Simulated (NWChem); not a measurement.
# CH4ClGa (SMILES [CH3][GaH][Cl]): levels of theory compared

Aim: a comparison of 6 runs (HF/3-21G, HF/def2-SVP, B3LYP/6-31G*, M06-2X/def2-SVP, CCSD(T)/def2-SVP) of CH4ClGa. 

The results are computed with NWChem 7.3.0.

## (1) Starting point

CH4ClGa: 7 atoms, total charge 0, spin state singlet. As SMILES, `[CH3][GaH][Cl]`. The shape is that of a PBE0-D4/def2-TZVP optimisation.

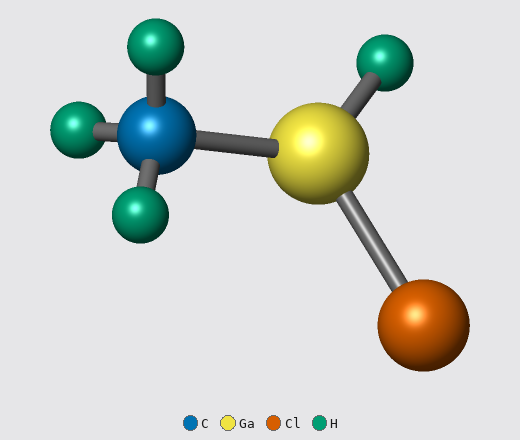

The structure, seen from a chosen angle (carbon blue, gallium yellow, chlorine orange, hydrogen teal).

## (2) Energy and gradient at HF/3-21G (run 1)

File run.py:

```python
from ase import Atoms
from ase.calculators.nwchem import NWChem

mol = Atoms(['C', 'Ga', 'Cl', 'H', 'H', 'H', 'H'], positions=[
    [-0.730500, 0.588300, -0.200700],
    [0.846300, -0.538100, 0.035700],
    [0.865000, -1.794800, 1.792800],
    [-0.435900, 1.637200, -0.283800],
    [-1.418300, 0.473600, 0.636300],
    [-1.245900, 0.318700, -1.126000],
    [2.119300, -0.684800, -0.854300],
])

calc = NWChem(
    label='run',
    theory='scf',
    memory='2200 mb',
    basis='3-21G',
    basispar='spherical bse',
    scf={'nopen': '0', 'rhf': None, 'thresh': '1e-08', 'maxiter': '80'},
)
mol.calc = calc

forces = mol.get_forces()
print("Total energy (eV):", round(mol.get_potential_energy(), 6))
print("forces (eV/A):")
for s, f in zip(mol.symbols, forces):
    print(f"{s:2s} {f[0]:10.5f} {f[1]:10.5f} {f[2]:10.5f}")
print("dipole (e A):", mol.get_dipole_moment().round(4))
```

Launch:

```
export ASE_NWCHEM_COMMAND="nwchem PREFIX.nwi > PREFIX.nwo"
python run.py
```

Standard output:

```text
Total energy (eV): -65611.603314
forces (eV/A):
C     0.03111    0.03497   -0.09580
Ga   -0.05662    0.79673   -1.06408
Cl    0.02227   -0.87813    1.21793
H    -0.17113   -0.19458    0.04422
H     0.08994    0.10680   -0.24616
H     0.01070    0.11375    0.23634
H     0.07374    0.02047   -0.09246
dipole (e A): [-0.126   0.4863 -0.5789]
```

The calculator wrote run.nwi:

```
title "run"

permanent_dir run

scratch_dir run

start run

geometry units angstrom nocenter noautosym noautoz
  C  -7.3050000000000004e-01 5.8830000000000005e-01 -2.0069999999999999e-01
  Ga 8.4630000000000005e-01 -5.3810000000000002e-01 3.5700000000000003e-02
  Cl 8.6499999999999999e-01 -1.7948000000000000e+00 1.7927999999999999e+00
  H  -4.3590000000000001e-01 1.6372000000000000e+00 -2.8380000000000000e-01
  H  -1.4182999999999999e+00 4.7360000000000002e-01 6.3629999999999998e-01
  H  -1.2459000000000000e+00 3.1869999999999998e-01 -1.1259999999999999e+00
  H  2.1193000000000000e+00 -6.8479999999999996e-01 -8.5429999999999995e-01
end

memory 2200 mb

basis spherical bse noprint
   * library 3-21G
end

scf
  nopen 0
  rhf
  thresh 1e-08
  maxiter 80
end

task scf gradient
```

run.nwo:

```text
Northwest Computational Chemistry Package (NWChem) 7.3.0
             --------------------------------------------------------

           Job information
           ---------------

    nwchem branch   = 7.3.0
    use scalapack   = T
    input           = run.nwi
    prefix          = run.
    data base       = run/run.db
    status          = startup
    nproc           =        1

           Memory information
           ------------------

    heap     =     72089594 doubles =      550.0 Mbytes
    stack    =     72089599 doubles =      550.0 Mbytes
    global   =    144179200 doubles =     1100.0 Mbytes (distinct from heap & stack)
    total    =    288358393 doubles =     2200.0 Mbytes
    verify   = yes
    hardfail = no

[... 138 lines left out ...]
 Convergence threshold     :          1.000E-08
[... 12 lines left out ...]
       Final RHF  results
[... 3 lines left out ...]
      One-electron energy =  -3850.125139207480
[... 1 line left out ...]
 Nuclear repulsion energy =    245.644016402180
[... 47 lines left out ...]
                       ROHF Final Molecular Orbital Analysis
[... 261 lines left out ...]
                 ----------------------------------------
                 |  Time  |  1-e(secs)   |  2-e(secs)   |
                 ----------------------------------------
                 |  CPU   |       0.00   |       0.87   |
                 ----------------------------------------
                 |  WALL  |       0.00   |       0.87   |
                 ----------------------------------------

 Task  times  cpu:        2.7s     wall:        2.7s
 Total times  cpu:        2.7s     wall:        2.7s
```

Run time: 3.9 s. Hardware: 1 thread of Intel Xeon 6975P-C (Granite Rapids), shared host; peak memory 0.097 GiB.

## (3) Energy and forces at HF/def2-SVP (run 2)

File ch4clga.nw:

```
start ch4clga
memory total 2200 mb
charge 0
geometry noautosym nocenter noautoz
C     -0.730500     0.588300    -0.200700
Ga     0.846300    -0.538100     0.035700
Cl     0.865000    -1.794800     1.792800
H     -0.435900     1.637200    -0.283800
H     -1.418300     0.473600     0.636300
H     -1.245900     0.318700    -1.126000
H      2.119300    -0.684800    -0.854300
end
basis spherical bse
* library def2-SVP
end
scf
thresh 1e-08
maxiter 80
end
task scf gradient
```

Launch:

```
nwchem ch4clga.nw > ch4clga.out
```

Standard output:

```text
[...]
  functions       =    84
[...]
  wavefunction    = RHF
[...]
         Total SCF energy =  -2422.582618891708
      One-electron energy =  -3863.346098757962
      Two-electron energy =   1195.119463464074
 Nuclear repulsion energy =    245.644016402181
        Time for solution =     11.0s
[...]
                         RHF ENERGY GRADIENTS
    atom               coordinates                        gradient
                 x          y          z           x          y          z
   1 C      -1.380445   1.111726  -0.379268    0.002284  -0.002826   0.002094
   2 Ga      1.599275  -1.016862   0.067463   -0.004264   0.001067   0.002153
   3 Cl      1.634613  -3.391680   3.387901   -0.000309   0.004122  -0.005545
   4 H      -0.823732   3.093859  -0.536304    0.001122  -0.000469  -0.000114
   5 H      -2.680198   0.894974   1.202433    0.000688  -0.000629   0.000261
   6 H      -2.354410   0.602256  -2.127831    0.000975  -0.000612  -0.000198
   7 H       4.004896  -1.294084  -1.614393   -0.000497  -0.000654   0.001350
[...]
```

Run time: 15 s. Hardware: 1 thread of Intel Xeon 6975P-C (Granite Rapids), shared host; peak memory 0.1 GiB.

Runs 3 to 5 aren't shown in full; the table further down has their settings and results.

## (4) A single-point energy at CCSD(T)/def2-SVP (run 6)

File ch4clga.xyz:

```xyz
7
CH4ClGa ccsd(t)
C     -0.730500     0.588300    -0.200700
Ga     0.846300    -0.538100     0.035700
Cl     0.865000    -1.794800     1.792800
H     -0.435900     1.637200    -0.283800
H     -1.418300     0.473600     0.636300
H     -1.245900     0.318700    -1.126000
H      2.119300    -0.684800    -0.854300
```

File ch4clga.nw:

```
start ch4clga
title "CH4ClGa ccsd(t)"
memory total 2200 mb
geometry units angstroms noautosym nocenter noautoz
  load ch4clga.xyz
end
basis spherical bse
  * library def2-SVP
end
scf
  thresh 1e-08
  maxiter 80
end
ccsd
  freeze core 15
  maxiter 60
end
task ccsd(t) energy
```

Launch:

```
nwchem ch4clga.nw > ch4clga.out
```

Standard output:

```text
[...]
  functions       =    84
[...]
  wavefunction    = RHF
[...]
         Total SCF energy =  -2422.582618891725
      One-electron energy =  -3863.346098757861
      Two-electron energy =   1195.119463463954
 Nuclear repulsion energy =    245.644016402181
        Time for solution =      9.5s
[...]
 Total MP2 energy:          -2423.074455265471443
[...]
             energy      energy      error      ampl     ampl      Block
                                                time     time      time
[...]
 Total CCSD energy:          -2423.099058575971412
[...]
 Total CCSD+T(CCSD) energy:          -2423.114994312273666
[...]
 Total CCSD(T) energy:               -2423.113452474767655
[...]
```

Run time: 76 s. Hardware: 1 thread of Intel Xeon 6975P-C (Granite Rapids), shared host; peak memory 0.23 GiB.

## (5) All runs side by side

| run | level | iteration cap | module | energy (Eh) | dipole moment (D) of the reference | HOMO energy (eV) | LUMO energy (eV) | wall time |
| --- | --- | --- | --- | --- | --- | --- | --- | --- |
| 1 | HF/3-21G | 80 | scf | -2411.181968 | 3.68 | -11.16 | 1.30 | 3.9 s |
| 2 | HF/def2-SVP | 80 | scf | -2422.582619 | 2.63 | -11.09 | 1.60 | 15 s |
| 3 | B3LYP/6-31G* (spherical functions) | 100 | dft | -2425.383951 | 2.73 | -7.78 | -1.58 | 24 s |
| 4 | B3LYP/6-31G* (Cartesian functions) | 100 | dft | -2425.392927 | 2.72 | -7.78 | -1.57 | 25 s |
| 5 | M06-2X/def2-SVP | 100 | dft | -2425.158595 | 2.47 | -9.24 | -0.68 | 32 s |
| 6 | CCSD(T)/def2-SVP | 80 | ccsd(t) | -2423.113452 | – | -11.09 | 1.60 | 76 s |

## (6) Summary of results

| quantity | value |
| --- | --- |
| run 6: total energy | -2423.11345 Eh |
| run 6: HOMO energy (Hartree–Fock orbitals) | -11.09 eV |
| run 6: LUMO energy (Hartree–Fock orbitals) | 1.60 eV |
| run 6: HOMO–LUMO gap (Hartree–Fock orbitals) | 12.70 eV |
| run 6: correlation energy (15 core orbitals frozen) | -530.8 mEh |
| run 6: (T) correction | -14.39 mEh |

Over runs 1, 2, 3, 4, 5 the dipole moment (its size) runs from 2.47 D (M06-2X/def2-SVP) to 3.68 D (HF/3-21G). The two ends differ in method and basis. Over runs 1, 2, 3, 4, 5 the HOMO–LUMO gap runs from 6.20 eV (B3LYP/6-31G*) to 12.70 eV (HF/def2-SVP). Totals of different functionals can't be ranked against each other. All runs together took 2.9 min, the longest 76 s.
